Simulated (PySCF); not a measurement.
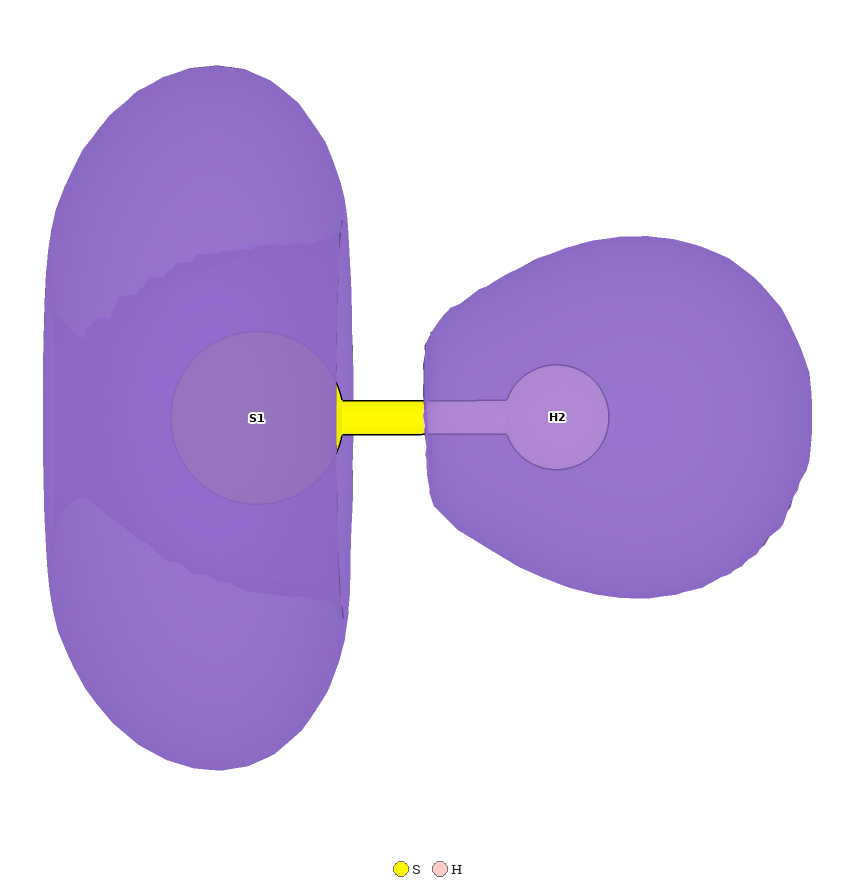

SH (hydrosulfide) (charge −1). Isosurface of the ELF at 0.8 (purple), seen from one side. Core shells and regions of very low density are left out.

Geometry: PBE0-D3(BJ)/ma-def2-SVP.

All numbers below come from DFT single point, gas phase, functional M06-2X (PySCF 2.14.0, density-fitted response routines).

### What do the ELF domains correspond to?

The ELF exceeds this value in one region around a hydrogen nucleus and one ring or bowl of non-bonding electrons around S. Profiles from the grid: S–H (1.35 Å): the ELF climbs to about 1 towards the hydrogen, as it does in any bond to H.
